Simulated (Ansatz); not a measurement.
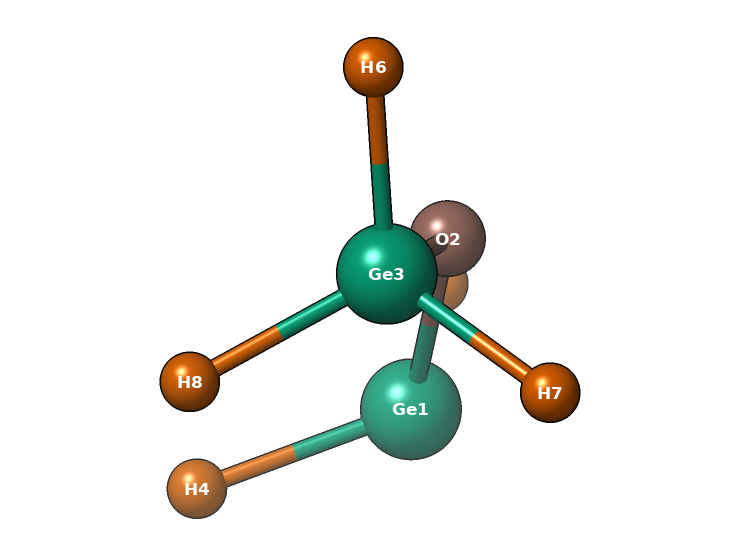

O2 lies behind Ge3. The molecule seen a little off the Ge3–O2 bond, Ge3 in front. Distant atoms are faded towards the background colour. The species is neutral and a spin doublet. The computed structure is the end point of a PBE-D4/def2-SVP optimisation. No frequency run is at hand to confirm it as a minimum.

What is the torsion angle H6–Ge3–O2–Ge1? The sign is positive where the front bond must turn clockwise to cover the back bond.

−159°, antiperiplanar (anti).
